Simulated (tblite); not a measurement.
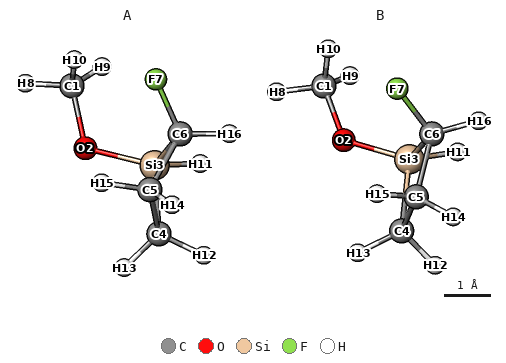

Two geometries of C4H9FOSi, drawn at one scale. One is the start of a relaxation, the other its converged end. Style: ball-and-stick. Shown from a free direction.

Computed with GFN2-xTB geometry optimisation, gas phase (tblite 0.8.0). 

Which of the two is the end point?

Answer. Structure B is the relaxed one. The atom that moves furthest after the best rigid fit is H14 (0.73 Å). Largest moves by element: H 0.73 Å, F 0.58 Å, C 0.34 Å, O 0.22 Å, Si 0.16 Å. Near-neighbour distances that change, for instance: O2–Si3 1.660 → 1.612 Å, C6–F7 1.355 → 1.390 Å, C1–O2 1.435 → 1.402 Å, C4–C5 1.576 → 1.544 Å. Bond angles that change, for instance: C1–O2–Si3 117.6° → 130.5°, F7–C6–H16 111.8° → 105.1°, Si3–C6–H16 111.7° → 118.4°. Groups turn about C5–C6 by about 25°, C4–C5 by about 25°, Si3–C4 by about 20°. The energy falls by 39.0 kJ/mol in 83 geometry steps.
